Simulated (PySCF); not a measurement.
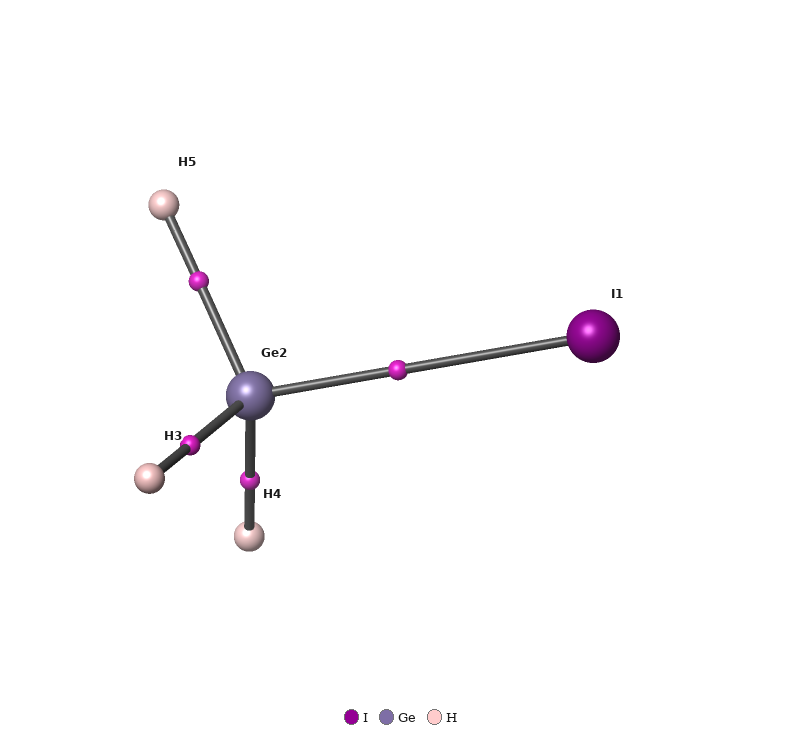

Figure. GeH3I, SMILES `I[GeH3]`. Molecular graph of the electron density (QTAIM): bond paths, bond critical points (magenta), ring points (cyan, if any); weak paths are dashed.

Level of theory: PBE/def2-TZVP (PySCF), at a geometry from GFN2-xTB. Core potentials replace the inner electrons of I; spin–orbit coupling isn't included. No frequency check shows the geometry to be a minimum. GFN2-xTB bond lengths at metals and heavier atoms can be off by up to 0.1 Å and shapes distorted, which carries into these values.

Coordinates in Å:

```
I1      -1.0001   -0.0000    0.0000
Ge2      1.4755    0.0000    0.0001
H3       1.9287   -1.1317   -0.8693
H4       1.9325   -0.1878    1.4093
H5       1.9287    1.3189   -0.5453
```

**How many critical points of each kind are there, and does the count close?**

5 nuclei, 4 bond, 0 ring and 0 cage critical points: 5 − 4 + 0 − 0 = 1, as the Poincaré–Hopf relation requires.

**Tabulate density, Laplacian, ellipticity and energy density at the bond critical points (atomic units).**

```csv
bond,length (Å),ρ (a.u.),∇²ρ (a.u.),ε,H (a.u.)
Ge2–H4,1.493,0.144,+0.07,0.01,−0.087
Ge2–H3 (2 alike),1.497,0.143,+0.06,0.01,−0.086
I1–Ge2,2.476,0.085,−0.01,0.00,−0.038
```

**What kind of interaction is Ge2–H3?**

Polar or intermediate (positive Laplacian, negative energy density H): ρ = 0.143, ∇²ρ = +0.06, H = −0.086 a.u.

The PySCF run took 22 s on 1 thread of Arm Neoverse N1 (shared host), peak memory 0.42 GiB.
